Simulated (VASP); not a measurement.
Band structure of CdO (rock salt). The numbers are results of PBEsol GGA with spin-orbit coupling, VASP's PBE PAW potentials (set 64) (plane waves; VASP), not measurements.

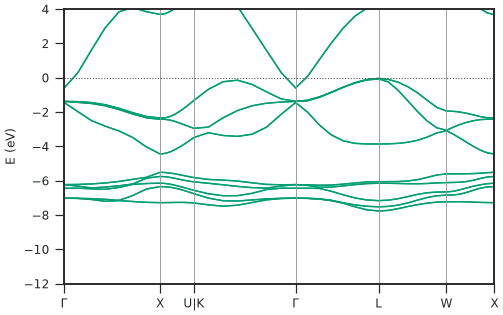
Figure. Bands along high-symmetry lines, zero at the valence-band maximum or, without a gap, the Fermi level

Read the plot: is there a gap, and where are the band edges?

It has no gap at this level: it comes out as a metal or semimetal.

The compound is CdO in the rock salt structure. It was relaxed first.
